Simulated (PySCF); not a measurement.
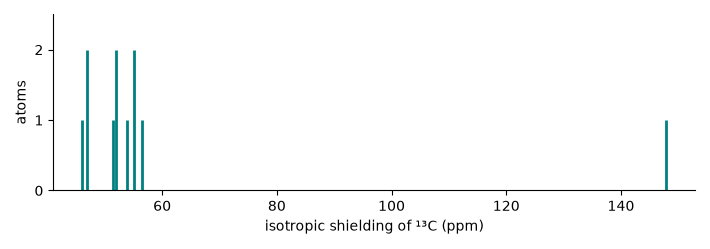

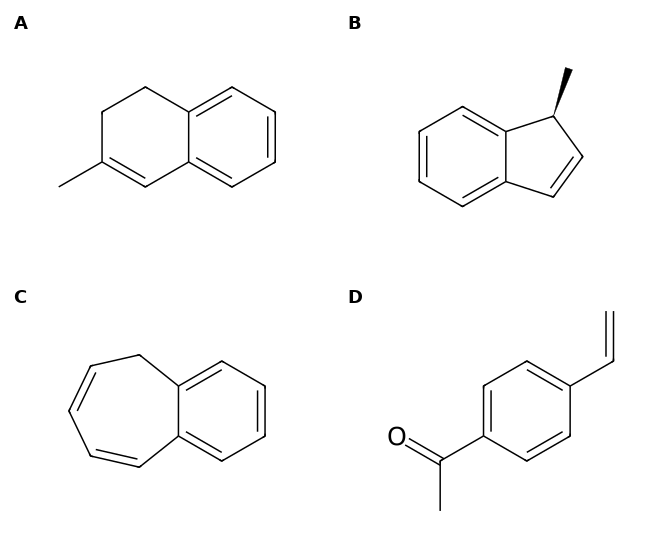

The sticks are computed shieldings of one of the molecules, for one fixed geometry (GFN2-xTB) without averaging over rotations. Low shielding means a high chemical shift. Method: GIAO PBE0/pcSseg-1 NMR shielding, non-relativistic, gas phase (PySCF 2.14.0).

> Which molecule gives this pattern?

C, `C1=CCc2ccccc2C=C1`. Its 11 C atoms give lines at 46.1, 46.8 (2 atoms), 51.4, 52.0 (2 atoms), 53.9, 55.1 (2 atoms), 56.5, 147.9 ppm.
